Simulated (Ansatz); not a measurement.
**CH₆BNSi: how energies converge with the basis set**

Aim: see how fast density functionals converge with the basis set for CH₆BNSi.

Program: Ansatz 0.2.0, Gaussian basis. Level of theory: one geometry, several basis sets. These are calculated values, not measurements.

Plan: PBE0-D4/def2-SVP; ωB97M-V/def2-SVP; PBE0-D4/def2-QZVPP; ωB97M-V/def2-QZVPP; the functionals' def2-TZVPP values are taken from earlier runs.

### Step 1. The relaxed structure

An earlier PBE0-D4 in a triple-zeta def2 set relaxation fixed the geometry.

SMILES `B1CN[SiH2]1`, 10 atoms, charge 0, spin multiplicity 1.

Atoms are counted from 1 here; the program's logs count them from 0.

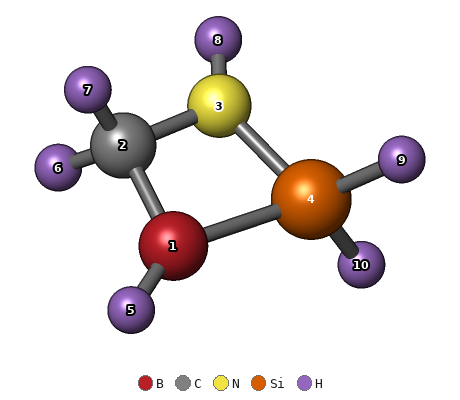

The geometry (boron red, carbon grey, nitrogen yellow, silicon orange, hydrogen purple); atoms are numbered from 1 in the order of the file.

As a file:

```mol
CH6BNSi
  3D, bonds by distance, orders not assigned

 10 10  0  0  0  0  0  0  0  0999 V2000
    0.8264    0.0272   -0.9685 B   0  0
    0.8559   -0.5585    0.4980 C   0  0
   -0.4891   -0.1517    0.9185 N   0  0
   -1.0444    0.6412   -0.5121 Si  0  0
    1.6763   -0.0073   -1.8018 H   0  0
    1.0247   -1.6488    0.5032 H   0  0
    1.6722   -0.1243    1.0999 H   0  0
   -0.8430   -0.3612    1.8350 H   0  0
   -1.3618    2.0973   -0.3823 H   0  0
   -2.2340    0.0349   -1.1870 H   0  0
  1  2  8  0
  2  3  8  0
  3  4  8  0
  1  5  8  0
  2  6  8  0
  2  7  8  0
  3  8  8  0
  4  9  8  0
  4 10  8  0
  1  4  8  0
M  END
```

### Step 2. PBE0-D4 in def2-SVP

Input file in.yaml:

```yaml
crystal:
  periodic: [false, false, false]
  atoms:
    - {symbol: B, position_ang: [0.826409, 0.027194, -0.968498]}
    - {symbol: C, position_ang: [0.855940, -0.558475, 0.497951]}
    - {symbol: N, position_ang: [-0.489131, -0.151663, 0.918454]}
    - {symbol: Si, position_ang: [-1.044362, 0.641153, -0.512050]}
    - {symbol: H, position_ang: [1.676323, -0.007290, -1.801757]}
    - {symbol: H, position_ang: [1.024658, -1.648759, 0.503211]}
    - {symbol: H, position_ang: [1.672169, -0.124312, 1.099935]}
    - {symbol: H, position_ang: [-0.842970, -0.361226, 1.834973]}
    - {symbol: H, position_ang: [-1.361762, 2.097336, -0.382335]}
    - {symbol: H, position_ang: [-2.233973, 0.034941, -1.186985]}
basis:
  gaussian: {orbitals: def2-SVP}
hamiltonian: {xc: pbe0, dispersion: d4}
output: {orbitals: {seedname: orbitals}}
```

The run is started by

```
$ ansatz run in.yaml --threads 2 --pin off --events-out ev --progress --plain --max-ram 4352MiB
```

After this run come: ωB97M-V in def2-SVP; PBE0-D4 in def2-QZVPP; ωB97M-V in def2-QZVPP.

**Question.** What will the summary of the whole plan be? Wanted: PBE0-D4: double and triple zeta above quadruple; ωB97M-V: double and triple zeta above quadruple.

**Answer**, as computed:

| quantity | value |
| --- | --- |
| PBE0-D4: double and triple zeta above quadruple | 6.95, 0.47 eV |
| ωB97M-V: double and triple zeta above quadruple | 7.10, 0.44 eV |

For PBE0-D4 the step from double to triple zeta gains 6.48 eV and the next only 0.47 eV. Total energies overstate the basis error of differences, where much of it tends to cancel.
